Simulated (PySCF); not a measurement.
```json
{"atom": "C", "x (Å)": "-3.7715", "y (Å)": "0.1731", "z (Å)": "-1.0753"}
{"atom": "C", "x (Å)": "-2.8740", "y (Å)": "0.5981", "z (Å)": "-0.2074"}
{"atom": "C", "x (Å)": "-2.1795", "y (Å)": "-0.3009", "z (Å)": "0.7789"}
{"atom": "C", "x (Å)": "-0.7249", "y (Å)": "-0.3704", "z (Å)": "0.3930"}
{"atom": "O", "x (Å)": "-0.2733", "y (Å)": "-1.3013", "z (Å)": "-0.2468"}
{"atom": "C", "x (Å)": "0.1681", "y (Å)": "0.7360", "z (Å)": "0.7554"}
{"atom": "Cl", "x (Å)": "-0.4825", "y (Å)": "2.0360", "z (Å)": "1.7158"}
{"atom": "C", "x (Å)": "1.4354", "y (Å)": "0.7093", "z (Å)": "0.3535"}
{"atom": "Si", "x (Å)": "2.0857", "y (Å)": "-0.7430", "z (Å)": "-0.6819"}
{"atom": "C", "x (Å)": "3.9042", "y (Å)": "-0.2507", "z (Å)": "-0.9890"}
{"atom": "H", "x (Å)": "-4.0708", "y (Å)": "-0.8608", "z (Å)": "-1.1234"}
{"atom": "H", "x (Å)": "-4.2507", "y (Å)": "0.8428", "z (Å)": "-1.7685"}
{"atom": "H", "x (Å)": "-2.5814", "y (Å)": "1.6383", "z (Å)": "-0.1750"}
{"atom": "H", "x (Å)": "-2.2799", "y (Å)": "0.1083", "z (Å)": "1.7856"}
{"atom": "H", "x (Å)": "-2.6038", "y (Å)": "-1.3042", "z (Å)": "0.7322"}
{"atom": "H", "x (Å)": "2.0930", "y (Å)": "1.5222", "z (Å)": "0.6206"}
{"atom": "H", "x (Å)": "2.1104", "y (Å)": "-1.9704", "z (Å)": "0.1124"}
{"atom": "H", "x (Å)": "1.4253", "y (Å)": "-0.7803", "z (Å)": "-1.9860"}
{"atom": "H", "x (Å)": "4.4648", "y (Å)": "-0.1598", "z (Å)": "-0.0626"}
{"atom": "H", "x (Å)": "3.9913", "y (Å)": "0.6955", "z (Å)": "-1.5160"}
{"atom": "H", "x (Å)": "4.4049", "y (Å)": "-1.0005", "z (Å)": "-1.5930"}
```

Geometry: GFN2-xTB.

The calculation used PBE0/pcSseg-1, SCF density, gas phase, non-relativistic in PySCF 2.14.0.

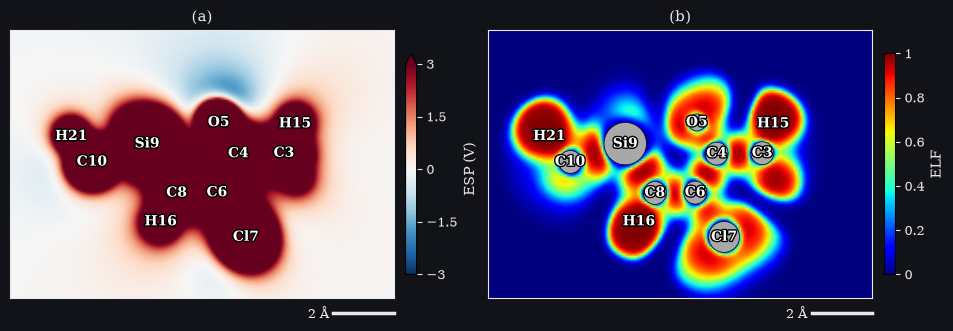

C$_{7}$H$_{11}$ClOSi (SMILES C=CCC(=O)/C(Cl)=C\[SiH2]C). (a) molecular electrostatic potential; (b) electron localisation function on the plane of atoms Si9, C10 and H21. Grey discs cover the atomic cores in the ELF map.

Q: Describe what can be read from this map.

A:
- The section cuts through C, O, Cl, Si and H sites.
- C–O (1.22 Å): the ELF peaks at about 0.85 between the atoms; a short, multiple covalent bond.
- C–C (1.33 Å): the ELF peaks at about 0.95 between the atoms; a multiple bond.
- C–Cl (1.74 Å): the ELF peaks at about 0.90 between the atoms: a shared electron pair.
- C–Si (1.90 Å): the ELF peaks at about 0.95 between the atoms (localised, covalent bonding).
- C–H (1.09 Å): the ELF climbs to about 1 towards the hydrogen, as it does in any bond to H; a covalent bond by its length.
- The ELF also peaks beside Cl7 and O5, away from the bonds: lone-pair regions.
- Outside the dense part of the molecule the potential is most negative (−1.7 V) near O5.
